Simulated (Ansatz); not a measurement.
# Cl3FOW: one molecule under many settings

How do the results and run time of Cl3FOW respond when the settings are drawn wide?

Program: Ansatz 0.2.0, Gaussian basis. Level of theory: the settings change from run to run. These are calculated values, not measurements.

### 1 The molecule

The geometry comes from an earlier relaxation with PBE0-D4 in a triple-zeta def2 set; it is a stationary point. W takes a core potential in def2 sets; no spin-orbit term is included.

SMILES `[O]=[W]([F])([Cl])([Cl])[Cl]`, 6 atoms, charge 0, spin multiplicity 1.

Atoms are counted from 1 here; the program's logs count them from 0.

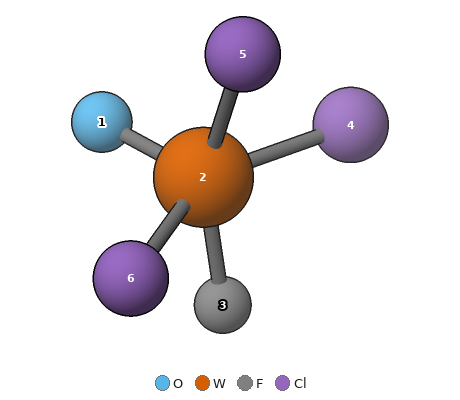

The geometry (oxygen blue, tungsten orange, fluorine grey, chlorine purple); atoms are numbered from 1 in the order of the file.

Coordinates:

```xyz
6
charge 0, multiplicity 1
O    -1.7405   -0.1193    0.0634
W    -0.0742   -0.0395    0.0358
F     0.4378   -0.9356    1.5826
Cl    0.6167   -1.9308   -1.0379
Cl    0.3296    1.1147   -1.8879
Cl    0.4726    1.8466    1.1980
```

### 2 B97M-V/x2c-TZVPPall

Options: charge -1, multiplicity 2, high accuracy.

File in.yaml:

```yaml
crystal:
  periodic: [false, false, false]
  atoms:
    - {symbol: O, position_ang: [-1.740536, -0.119296, 0.063364]}
    - {symbol: W, position_ang: [-0.074207, -0.039505, 0.035779]}
    - {symbol: F, position_ang: [0.437780, -0.935590, 1.582574]}
    - {symbol: Cl, position_ang: [0.616725, -1.930757, -1.037915]}
    - {symbol: Cl, position_ang: [0.329593, 1.114677, -1.887938]}
    - {symbol: Cl, position_ang: [0.472644, 1.846570, 1.198036]}
basis:
  gaussian: {orbitals: x2c-TZVPPall}
total_charge: -1
magnetization: {spin_polarized: true, initial_magnetization: 1}
hamiltonian: {xc: {name: B97M-V}}
accuracy: high
```

On the command line:

```bash
> ansatz run in.yaml --threads 4 --pin off --events-out ev --progress --plain --max-ram 10444MiB
```

The program printed, cut to the lines that bear on the results:

```text
Functional definition: B97M-V
  name "B97M-V"
  cite "Mardirossian & Head-Gordon, J. Chem. Phys. 142, 074111 (2015) doi:10.1063/1.4907719"
  cite "Becke, J. Chem. Phys. 107, 8554 (1997) doi:10.1063/1.475007"
  cite "Vydrov & Van Voorhis, J. Chem. Phys. 133, 244103 (2010) doi:10.1063/1.3521275"
  # Of w^i u^j: cxij and so on, Table III.
[...]
  gx(w, u) = cx00 + cx01*u + cx02*u^2 + (cx10 + cx11*u)*w
  gss(w, u) = css00 + css02*u^2 + css10*w + (css32*w^3 + css42*w^4)*u^2
  gos(w, u) = cos00 + cos01*u + cos03*u^3 + cos10*w + cos32*w^3*u^2
[...]
      + integral(e_c_pw_mod_opposite_spin*gos(b97_w_opposite, b97_u_opposite)) + vv10(b, c)
4592 factors; integrals over basis functions are off by at most 3.6e-8 eV
[...]
mean field -481722.70381940 eV, -17702.9828419867 hartree, gradient 7.1e-8 eV, S^2 0.754235; 0 other end points of the search recorded, 0 dependent functions left out
reference -481722.70382764 eV, -17702.9828422897 hartree; 72, 71 occupied and 213, 214 virtual orbitals, 4592 factors
Total energy: -481722.70382764 eV, -17702.9828422897 hartree
Relativity: scalar
```

Run time: 2.3 min. Hardware: 4 threads of Arm Neoverse V2, shared host; peak memory 3.3 GiB.

⟨S²⟩ 0.754.

### 3 r2SCANh/def2-TZVP

Set apart from the defaults: density fitting with def2-universal-jkfit, a point charge of 0.50 e beside it.

in.yaml: that of step 2 with these lines changed.

```diff
@@ -10,6 +10,4 @@
 basis:
-  gaussian: {orbitals: x2c-TZVPPall}
-total_charge: -1
-magnetization: {spin_polarized: true, initial_magnetization: 1}
-hamiltonian: {xc: {name: B97M-V}}
-accuracy: high
+  gaussian: {orbitals: def2-TZVP, fitting: {mean_field: def2-universal-jkfit}, point_charges: [{charge: 0.50, position_ang: [5.099, 0.372, 0.084]}]}
+hamiltonian: {xc: {name: r2SCANh}}
+output: {forces: true}
```

Launched as before.

The program printed, cut to the lines that bear on the results:

```text
Functional definition: r2SCANh
  name "r2SCANh"
  cite "Bursch, Neugebauer, Ehlert & Grimme, J. Chem. Phys. 156, 134105 (2022) doi:10.1063/5.0086040"
  cite "Furness, Kaplan, Ning, Perdew & Sun, J. Phys. Chem. Lett. 11, 8208 (2020) doi:10.1021/acs.jpclett.0c02405"
  cite "Furness, Kaplan, Ning, Perdew & Sun, J. Phys. Chem. Lett. 11, 9248 (2020) doi:10.1021/acs.jpclett.0c03077"
  parent r2scan
[...]
765 factors; integrals over basis functions are off by at most 1.6e0 eV
[...]
mean field -44163.52816827 eV, -1622.9797250692 hartree, gradient 9.5e-6 eV, S^2 0.000000; 0 other end points of the search recorded, 0 dependent functions left out
[...]
reference -44163.52817839 eV, -1622.9797254412 hartree; 41, 41 occupied and 172, 172 virtual orbitals, 765 factors
Total energy: -44163.52817839 eV, -1622.9797254412 hartree
Atom 0 at    -1.740536    -0.119296     0.063364 Å, force    -0.188023    -0.009751     0.007804 eV/Å
Atom 1 at    -0.074207    -0.039505     0.035779 Å, force    -0.116429    -0.030967    -0.041773 eV/Å
Atom 2 at     0.437780    -0.935590     1.582574 Å, force     0.075103    -0.028109     0.064940 eV/Å
Atom 3 at     0.616725    -1.930757    -1.037915 Å, force     0.073884    -0.082530    -0.023079 eV/Å
Atom 4 at     0.329593     1.114677    -1.887938 Å, force     0.049803     0.060561    -0.092106 eV/Å
Atom 5 at     0.472644     1.846570     1.198036 Å, force     0.082134     0.088396     0.080046 eV/Å
Dipole moment:    -0.032696     0.048396    -0.104178 e Å
```

Run time: 6.5 s. Hardware: 4 threads of Arm Neoverse V2, shared host; peak memory 0.47 GiB.

Largest force 0.188 eV/Å, dipole 0.57 D.

### 4 r2SCAN/def2-SVP

This run has atoms shaken by 0.03 Å.

File in.yaml:

```yaml
crystal:
  periodic: [false, false, false]
  atoms:
    - {symbol: O, position_ang: [-1.747983, -0.147524, 0.073932]}
    - {symbol: W, position_ang: [-0.102756, -0.025257, 0.014857]}
    - {symbol: F, position_ang: [0.423642, -0.937082, 1.596165]}
    - {symbol: Cl, position_ang: [0.644728, -1.881275, -0.989599]}
    - {symbol: Cl, position_ang: [0.319245, 1.080940, -1.912042]}
    - {symbol: Cl, position_ang: [0.545164, 1.875859, 1.286238]}
basis:
  gaussian: {orbitals: def2-SVP}
hamiltonian: {xc: {name: r2SCAN}}
output: {forces: true}
```

Launched as before.

The program printed, cut to the lines that bear on the results:

```text
Functional definition: r2SCAN
  name "r2SCAN"
  cite "Furness, Kaplan, Ning, Perdew & Sun, J. Phys. Chem. Lett. 11, 8208 (2020) doi:10.1021/acs.jpclett.0c02405"
  cite "Furness, Kaplan, Ning, Perdew & Sun, J. Phys. Chem. Lett. 11, 9248 (2020) doi:10.1021/acs.jpclett.0c03077"
  parent r2scan
[...]
1183 factors; their error is unknown
[...]
mean field -44145.57338131 eV, -1622.3198988188 hartree, gradient 2.2e-5 eV, S^2 0.000000; 0 other end points of the search recorded, 0 dependent functions left out
[...]
reference -44145.57340409 eV, -1622.3198996559 hartree; 41, 41 occupied and 73, 73 virtual orbitals, 1183 factors
Total energy: -44145.57340409 eV, -1622.3198996559 hartree
Atom 0 at    -1.747983    -0.147524     0.073932 Å, force    -2.224211    -0.036767    -0.067787 eV/Å
Atom 1 at    -0.102756    -0.025257     0.014857 Å, force     2.563131     0.832246     2.125770 eV/Å
Atom 2 at     0.423642    -0.937082     1.596165 Å, force    -0.226616     0.310346    -0.430859 eV/Å
Atom 3 at     0.644728    -1.881275    -0.989599 Å, force     0.272120    -1.059388    -0.540874 eV/Å
Atom 4 at     0.319245     1.080940    -1.912042 Å, force    -0.039276     0.566497    -0.430096 eV/Å
Atom 5 at     0.545164     1.875859     1.286238 Å, force    -0.345148    -0.612935    -0.656154 eV/Å
Dipole moment:     0.049130    -0.020006    -0.244513 e Å
```

Wall time 3.4 s (4 threads of Arm Neoverse V2, shared host).

Largest force 3.432 eV/Å, dipole 1.20 D.

### 5 PBE-QIDH/def2-TZVPD

This run has atoms shaken by 0.03 Å.

File in.yaml:

```yaml
crystal:
  periodic: [false, false, false]
  atoms:
    - {symbol: O, position_ang: [-1.741864, -0.172147, 0.033835]}
    - {symbol: W, position_ang: [-0.101114, -0.067057, 0.002245]}
    - {symbol: F, position_ang: [0.469316, -0.882362, 1.612236]}
    - {symbol: Cl, position_ang: [0.635030, -1.934112, -1.031379]}
    - {symbol: Cl, position_ang: [0.363646, 1.116607, -1.873754]}
    - {symbol: Cl, position_ang: [0.447838, 1.828649, 1.203004]}
basis:
  gaussian: {orbitals: def2-TZVPD}
hamiltonian: {xc: {name: PBE-QIDH}}
output: {forces: true}
```

Same command.

The program printed, cut to the lines that bear on the results:

```text
Functional definition: PBE-QIDH
  name "PBE-QIDH"
  cite "Brémond, Sancho-García, Pérez-Jiménez & Adamo, J. Chem. Phys. 141, 031101 (2014) doi:10.1063/1.4890314"
  cite "Perdew, Burke & Ernzerhof, Phys. Rev. Lett. 77, 3865 (1996) doi:10.1103/PhysRevLett.77.3865"
[...]
1688 factors; integrals over basis functions are off by at most 8.4e-4 eV
[...]
mean field -44124.06659452 eV, -1621.5295389820 hartree, gradient 4.1e-6 eV, S^2 0.000000; 0 other end points of the search recorded, 0 dependent functions left out
17 core orbitals not correlated: weight in the atoms' cores, before any rotation towards them, 1.000 or more for the frozen orbitals, at most 0.000 for the correlated occupied ones
reference -44124.06662266 eV, -1621.5295400163 hartree; 24, 24 occupied and 220, 220 virtual orbitals, 1688 factors
second order -47.07684396 eV of doubles, -0.00000000 eV of singles
[...]
Total energy: -44139.75890398 eV, -1622.1062207182 hartree
Atom 0 at    -1.741864    -0.172147     0.033835 Å, force    -2.116107    -0.125667    -0.021160 eV/Å
Atom 1 at    -0.101114    -0.067057     0.002245 Å, force     3.016092     0.440602     1.273471 eV/Å
Atom 2 at     0.469316    -0.882362     1.612236 Å, force    -0.434546     0.095792    -0.875966 eV/Å
Atom 3 at     0.635030    -1.934112    -1.031379 Å, force    -0.046037    -0.214020    -0.023108 eV/Å
Atom 4 at     0.363646     1.116607    -1.873754 Å, force    -0.179226     0.001448    -0.057444 eV/Å
Atom 5 at     0.447838     1.828649     1.203004 Å, force    -0.240177    -0.198156    -0.295793 eV/Å
Dipole moment:    -0.002464    -0.027511    -0.229917 e Å
```

It took 26 s on 4 threads of Arm Neoverse V2, shared host; peak memory 0.98 GiB.

Largest force 3.303 eV/Å, dipole 1.11 D.

### 6 RPBE/ANO-RCC-VTZP

Options: coordinates scaled by 0.96.

File in.yaml:

```yaml
crystal:
  periodic: [false, false, false]
  atoms:
    - {symbol: O, position_ang: [-1.670914, -0.114524, 0.060829]}
    - {symbol: W, position_ang: [-0.071238, -0.037925, 0.034348]}
    - {symbol: F, position_ang: [0.420268, -0.898166, 1.519271]}
    - {symbol: Cl, position_ang: [0.592056, -1.853527, -0.996398]}
    - {symbol: Cl, position_ang: [0.316409, 1.070090, -1.812421]}
    - {symbol: Cl, position_ang: [0.453738, 1.772707, 1.150115]}
basis:
  gaussian: {orbitals: ANO-RCC-VTZP}
hamiltonian: {xc: {name: RPBE}}
output: {forces: true}
```

The command is unchanged.

The program printed, cut to the lines that bear on the results:

```text
Functional definition: RPBE
  name "RPBE"
  cite "Hammer, Hansen & Nørskov, Phys. Rev. B 59, 7413 (1999) doi:10.1103/PhysRevB.59.7413"
  cite "Perdew, Burke & Ernzerhof, Phys. Rev. Lett. 77, 3865 (1996) doi:10.1103/PhysRevLett.77.3865"
[...]
2398 factors; their error is unknown
[...]
mean field -481816.44494298 eV, -17706.4277647383 hartree, gradient 1.3e-5 eV, S^2 0.000000; 0 other end points of the search recorded, 0 dependent functions left out
[...]
reference -481816.44501062 eV, -17706.4277672239 hartree; 71, 71 occupied and 195, 195 virtual orbitals, 2398 factors
Total energy: -481816.44501062 eV, -17706.4277672239 hartree
Relativity: scalar
Atom 0 at    -1.670914    -0.114524     0.060829 Å, force    -6.989275    -0.353311     0.146523 eV/Å
Atom 1 at    -0.071238    -0.037925     0.034348 Å, force     3.944225     0.820961    -1.131582 eV/Å
Atom 2 at     0.420268    -0.898166     1.519271 Å, force     1.040392    -1.944447     3.352047 eV/Å
Atom 3 at     0.592056    -1.853527    -0.996398 Å, force     0.852736    -2.455866    -1.362331 eV/Å
Atom 4 at     0.316409     1.070090    -1.812421 Å, force     0.485027     1.514602    -2.527613 eV/Å
Atom 5 at     0.453738     1.772707     1.150115 Å, force     0.666893     2.418061     1.522955 eV/Å
Dipole moment:     0.099208     0.042797    -0.066028 e Å
```

Wall time 13 s (4 threads of Arm Neoverse V2, shared host); peak memory 0.98 GiB.

Largest force 7.000 eV/Å, dipole 0.61 D.

### 7 PBE/def2-SVPD

Set apart from the defaults: D4 dispersion, relativity set to scalar, the search for lower states set to light.

File in.yaml:

```yaml
crystal:
  periodic: [false, false, false]
  atoms:
    - {symbol: O, position_ang: [-1.740536, -0.119296, 0.063364]}
    - {symbol: W, position_ang: [-0.074207, -0.039505, 0.035779]}
    - {symbol: F, position_ang: [0.437780, -0.935590, 1.582574]}
    - {symbol: Cl, position_ang: [0.616725, -1.930757, -1.037915]}
    - {symbol: Cl, position_ang: [0.329593, 1.114677, -1.887938]}
    - {symbol: Cl, position_ang: [0.472644, 1.846570, 1.198036]}
basis:
  gaussian: {orbitals: def2-SVPD}
hamiltonian: {xc: {name: PBE}, dispersion: d4, pseudopotentials: {relativity: scalar}}
scf: {lower_state_search: light}
```

The command is unchanged.

The program printed:

```text
Functional definition: PBE
  name "PBE"
  cite "Perdew, Burke & Ernzerhof, Phys. Rev. Lett. 77, 3865 (1996) doi:10.1103/PhysRevLett.77.3865"
  parent pbe
  parameter kappa = 0.804
  parameter beta = 0.06672455060314922
  exchange = pbe_x(kappa = kappa, mu = beta*pi^2/3)
  correlation = pbe_c(beta = beta)
1514 factors; their error is unknown
mean field evaluation 1: about -44223.4307 eV, gradient 8.5e1 eV
mean field evaluation 2: about -43956.8037 eV, gradient 3.1e2 eV
mean field evaluation 4: about -44234.1185 eV, gradient 3.3e1 eV
mean field evaluation 8: about -44236.6564 eV, gradient 1.0e0 eV
mean field evaluation 16: about -44236.5936 eV, gradient 7.1e-4 eV
mean field -44236.59355439 eV, -1625.6648284839 hartree, gradient 3.8e-5 eV, S^2 0.000000; 0 other end points of the search recorded, 0 dependent functions left out
reference -44236.59360869 eV, -1625.6648304792 hartree; 41, 41 occupied and 121, 121 virtual orbitals, 1514 factors
Total energy: -44236.86339172 eV, -1625.6747448229 hartree
Relativity: scalar
```

It took 2 s on 4 threads of Arm Neoverse V2, shared host; peak memory 0.26 GiB.

### 8 PBEsol/def2-mTZVP

in.yaml: that of step 7 with these lines changed.

```diff
@@ -10,4 +10,4 @@
 basis:
-  gaussian: {orbitals: def2-SVPD}
-hamiltonian: {xc: {name: PBE}, dispersion: d4, pseudopotentials: {relativity: scalar}}
-scf: {lower_state_search: light}
+  gaussian: {orbitals: def2-mTZVP}
+hamiltonian: {xc: {name: PBEsol}}
+output: {forces: true}
```

Launched as before.

The program printed, cut to the lines that bear on the results:

```text
Functional definition: PBEsol
  name "PBEsol"
  cite "Perdew et al., Phys. Rev. Lett. 100, 136406 (2008) doi:10.1103/PhysRevLett.100.136406"
  cite "Perdew, Burke & Ernzerhof, Phys. Rev. Lett. 77, 3865 (1996) doi:10.1103/PhysRevLett.77.3865"
  parent pbesol
[...]
1324 factors; their error is unknown
[...]
mean field -44075.34823183 eV, -1619.7391721759 hartree, gradient 1.4e-5 eV, S^2 0.000000; 0 other end points of the search recorded, 0 dependent functions left out
[...]
reference -44075.34827315 eV, -1619.7391736942 hartree; 41, 41 occupied and 104, 104 virtual orbitals, 1324 factors
Total energy: -44075.34827315 eV, -1619.7391736942 hartree
Atom 0 at    -1.740536    -0.119296     0.063364 Å, force    -1.508274    -0.088991     0.052764 eV/Å
Atom 1 at    -0.074207    -0.039505     0.035779 Å, force     1.098141     0.217596    -0.295519 eV/Å
Atom 2 at     0.437780    -0.935590     1.582574 Å, force     0.162082    -0.361528     0.621308 eV/Å
Atom 3 at     0.616725    -1.930757    -1.037915 Å, force     0.105977    -0.397346    -0.190428 eV/Å
Atom 4 at     0.329593     1.114677    -1.887938 Å, force     0.065020     0.267453    -0.447841 eV/Å
Atom 5 at     0.472644     1.846570     1.198036 Å, force     0.077055     0.362816     0.259716 eV/Å
Dipole moment:     0.082179     0.054744    -0.087305 e Å
```

It took 1.8 s on 4 threads of Arm Neoverse V2, shared host.

Largest force 1.512 eV/Å, dipole 0.63 D.

### 9 BHLYP/def2-TZVP

Set apart from the defaults: D3(BJ) dispersion, high accuracy.

in.yaml: that of step 8 with these lines changed.

```diff
@@ -10,4 +10,5 @@
 basis:
-  gaussian: {orbitals: def2-mTZVP}
-hamiltonian: {xc: {name: PBEsol}}
+  gaussian: {orbitals: def2-TZVP}
+hamiltonian: {xc: {name: BHLYP}, dispersion: d3bj}
+accuracy: high
 output: {forces: true}
```

The command is unchanged.

The program printed, cut to the lines that bear on the results:

```text
Functional definition: BHLYP
  name "BHLYP"
  cite "Becke, J. Chem. Phys. 98, 1372 (1993) doi:10.1063/1.464304"
  cite "Becke, Phys. Rev. A 38, 3098 (1988) doi:10.1103/PhysRevA.38.3098"
  cite "Lee, Yang & Parr, Phys. Rev. B 37, 785 (1988) doi:10.1103/PhysRevB.37.785"
[...]
3562 factors; integrals over basis functions are off by at most 2.1e-8 eV
[...]
mean field -44161.40198872 eV, -1622.9015894120 hartree, gradient 5.9e-8 eV, S^2 0.000000; 0 other end points of the search recorded, 0 dependent functions left out
[...]
reference -44161.40201727 eV, -1622.9015904614 hartree; 41, 41 occupied and 172, 172 virtual orbitals, 3562 factors
Total energy: -44161.86053644 eV, -1622.9184407299 hartree
Atom 0 at    -1.740536    -0.119296     0.063364 Å, force     0.907279     0.042992    -0.014851 eV/Å
Atom 1 at    -0.074207    -0.039505     0.035779 Å, force    -0.974032    -0.165613     0.218659 eV/Å
Atom 2 at     0.437780    -0.935590     1.582574 Å, force    -0.037004     0.115623    -0.197602 eV/Å
Atom 3 at     0.616725    -1.930757    -1.037915 Å, force     0.041197    -0.036363    -0.006802 eV/Å
Atom 4 at     0.329593     1.114677    -1.887938 Å, force     0.023616     0.018086    -0.029262 eV/Å
Atom 5 at     0.472644     1.846570     1.198036 Å, force     0.038943     0.025275     0.029858 eV/Å
Dipole moment:     0.125418     0.074604    -0.118098 e Å
```

Run time: 17 s. Hardware: 4 threads of Arm Neoverse V2, shared host; peak memory 1.3 GiB.

Largest force 1.012 eV/Å, dipole 0.90 D.

### 10 B3LYP5/def2-SVPD

This run has charge +1, multiplicity 2, restricted open-shell orbitals, a point charge of 0.50 e beside it.

in.yaml: that of step 9 with these lines changed.

```diff
@@ -10,5 +10,5 @@
 basis:
-  gaussian: {orbitals: def2-TZVP}
-hamiltonian: {xc: {name: BHLYP}, dispersion: d3bj}
-accuracy: high
-output: {forces: true}
+  gaussian: {orbitals: def2-SVPD, point_charges: [{charge: 0.50, position_ang: [4.555, -0.841, 0.058]}]}
+total_charge: 1
+magnetization: {spin_polarized: false, initial_magnetization: 1}
+hamiltonian: {xc: {name: B3LYP5}}
```

Launched as before.

The program printed, cut to the lines that bear on the results:

```text
Functional definition: B3LYP5
  name "B3LYP5"
  cite "Stephens, Devlin, Chabalowski & Frisch, J. Phys. Chem. 98, 11623 (1994) doi:10.1021/j100096a001"
  cite "Becke, Phys. Rev. A 38, 3098 (1988) doi:10.1103/PhysRevA.38.3098"
  cite "Lee, Yang & Parr, Phys. Rev. B 37, 785 (1988) doi:10.1103/PhysRevB.37.785"
  cite "Vosko, Wilk & Nusair, Can. J. Phys. 58, 1200 (1980) doi:10.1139/p80-159"
[...]
1497 factors; integrals over basis functions are off by at most 6.1e-4 eV
[...]
mean field -44129.69980531 eV, -1621.7365556601 hartree, gradient 2.3e-5 eV, S^2 0.750000; 10 other end points of the search recorded, 0 dependent functions left out
reference -44129.70009887 eV, -1621.7365664486 hartree; 41, 40 occupied and 121, 122 virtual orbitals, 1497 factors
Total energy: -44129.70009887 eV, -1621.7365664486 hartree
```

Wall time 18 s (4 threads of Arm Neoverse V2, shared host); peak memory 0.7 GiB.

### 11 All runs side by side

| level | charge | multiplicity | geometry | functions | energy (eV) | time |
| --- | --- | --- | --- | --- | --- | --- |
| B97M-V/x2c-TZVPPall | -1 | 2 | relaxed | 285 | -481722.704 | 2.3 min |
| r2SCANh/def2-TZVP | 0 | 1 | relaxed, point charge | 213 | -44163.528 | 6.5 s |
| r2SCAN/def2-SVP | 0 | 1 | shaken | 114 | -44145.573 | 3.4 s |
| PBE-QIDH/def2-TZVPD | 0 | 1 | shaken | 261 | -44139.759 | 26 s |
| RPBE/ANO-RCC-VTZP | 0 | 1 | scaled | 266 | -481816.445 | 13 s |
| PBE/def2-SVPD | 0 | 1 | relaxed | 162 | -44236.863 | 2 s |
| PBEsol/def2-mTZVP | 0 | 1 | relaxed | 145 | -44075.348 | 1.8 s |
| BHLYP/def2-TZVP | 0 | 1 | relaxed | 213 | -44161.861 | 17 s |
| B3LYP5/def2-SVPD | 1 | 2 | relaxed, point charge | 162 | -44129.700 | 18 s |

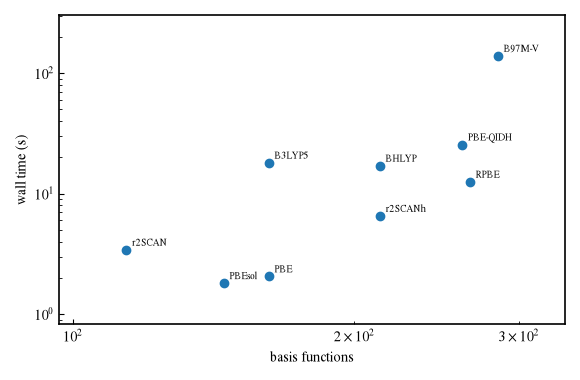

Wall time against the number of basis functions (shared host).

### 12 Results

| quantity | value |
| --- | --- |
| runs | 9 |
| quickest | PBEsol/def2-mTZVP, 1.8 s |
| slowest | B97M-V/x2c-TZVPPall, 2.3 min |
| spread of total energies, same state and geometry | 161.5 eV |
| dipole, same state and geometry | 0.63 to 0.90 D |

In words: Run time spans a factor of 77, from PBEsol/def2-mTZVP to B97M-V/x2c-TZVPPall. The jobs differ in tasks and options as well as level. The totals spread over 162 eV; they can't be compared across methods or bases. Some of these runs are scalar-relativistic and others not, which shifts the totals of all-electron atoms past neon by eV; core potentials, where a basis has them, take the core out of the total altogether. At the PBE0-D4/def2-TZVP geometry and in the same state, runs without warnings or point charges leave forces up to 1.51 eV/Å (PBEsol/def2-mTZVP), against 7.0 eV/Å where the atoms were moved.
